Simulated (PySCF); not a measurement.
# C₄H₃, doublet, SMILES `C#C[C]=C`: electronic structure

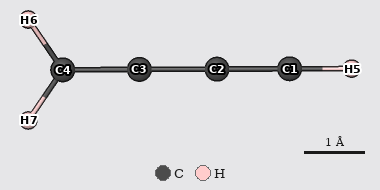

The molecule, with its atoms numbered as below. No frequency check shows the geometry to be a minimum.

Geometry (Å), atoms numbered from 1:

```
C1      -1.9769   -0.0005    0.0000
C2      -0.7497    0.0009    0.0000
C3       0.5619   -0.0015    0.0000
C4       1.8563    0.0007    0.0000
H5      -3.0243    0.0017    0.0000
H6       2.4373   -0.9149    0.0000
H7       2.4372    0.9153    0.0000
```

Part 1: Bonding charge

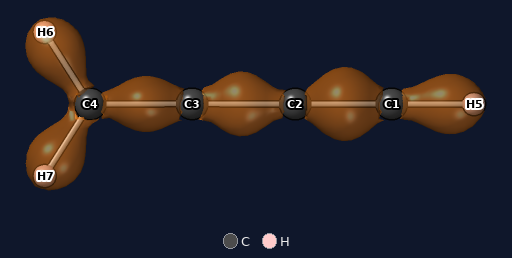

Deformation density (molecule less spherical, spin-averaged free atoms at the same positions), surfaces at ±0.3 e/Å³; orange: gain, blue: loss.

Computed with PySCF, PBE0/def2-SVPD, geometry: GFN2-xTB. The stability of the open-shell solution wasn't checked. GFN2-xTB doesn't know the spin state, so this open-shell geometry is rough.

> How much density has each bond gained at its critical point, relative to the free atoms?

C1–H5: +0.77 e/Å³ at the bond critical point (bond length 1.05 Å). C1–C2: +0.75 e/Å³ at the bond critical point (bond length 1.23 Å). C4–H7 and C4–H6: +0.69 e/Å³ at the bond critical point (bond length 1.08 Å). C3–C4: +0.68 e/Å³ at the bond critical point (bond length 1.29 Å). C2–C3: +0.64 e/Å³ at the bond critical point (bond length 1.31 Å). In all, 1.6 electrons gather in the regions of gain relative to the promolecule.

> Where do the Hirshfeld charges lie?

The highest Hirshfeld charge is on H5 (+0.09 e), the lowest on C4 (−0.09 e).

```json
{"atom": "C1", "charge (e)": "−0.07"}
{"atom": "C2", "charge (e)": "−0.06"}
{"atom": "C3", "charge (e)": "+0.01"}
{"atom": "C4", "charge (e)": "−0.09"}
{"atom": "H5", "charge (e)": "+0.09"}
{"atom": "H6", "charge (e)": "+0.06"}
{"atom": "H7", "charge (e)": "+0.06"}
```

Part 2: Bond critical points

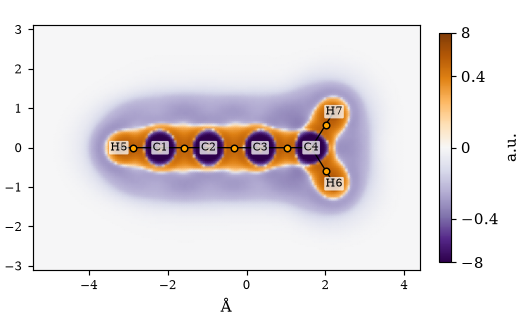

Negative Laplacian of the density (−∇²ρ) in the molecular plane (orange positive, purple negative, colour scale in a.u., logarithmic beyond ±0.04), with bond paths and bond critical points (dots).

> Sort the bonds in the plane by the sign of ∇²ρ at their critical points.

Concentrated (∇²ρ < 0): C1–C2 (−1.01 a.u.); C3–C4 (−0.96 a.u.); C2–C3 (−0.88 a.u.); C1–H5 (−1.24 a.u.); C4–H7 and C4–H6 (−1.05 a.u.). At none is it depleted.

> Where along C1–H5 does the critical point lie?

0.69 Å from C1 and 0.36 Å from H5.

Part 3: Electrostatic potential

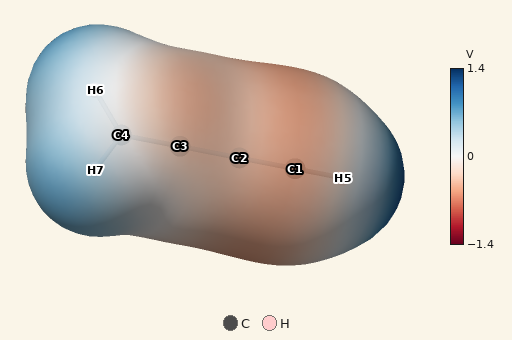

Electrostatic potential on the surface of electron density 0.001 a.u.

> Where are the extremes of the potential on the surface?

Highest: 1.37 V, 1.3 Å from H5. Further maxima include 0.75 V, 1.3 Å from H7, and at like points elsewhere. Lowest: −0.53 V, off the C1–C2 bond (2.1 Å from its atoms), and at like points elsewhere. Further minima include −0.45 V, off the C3–C4 bond (2.1 to 2.2 Å from its atoms), and at like points elsewhere. The surface is sampled at points, so like sites can differ by a few per cent and only the strongest of them is named.

> What volume does the surface enclose, and what is the dipole moment?

About 85 Å³; the dipole moment is 0.1 D.

Part 4: Spin density

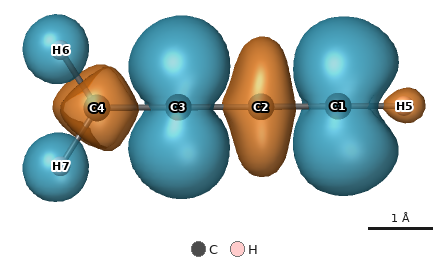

Spin density ρα − ρβ at ±0.02 e/Å³ (light blue: excess α, orange: excess β).

> Where is the unpaired spin?

Hirshfeld spin populations: C3 +0.48 and C1 +0.46. Spin polarisation leaves negative spin on C2 (−0.03) and C4 (−0.02). ⟨S²⟩ = 0.79, against 0.75 for a pure state. The picture also shows regions of β spin from spin polarisation; the Hirshfeld sums, whose atoms overlap, net them against the α spin of neighbours.

The PySCF run shown took 18 s on 1 thread of Arm Neoverse V1 (shared host).
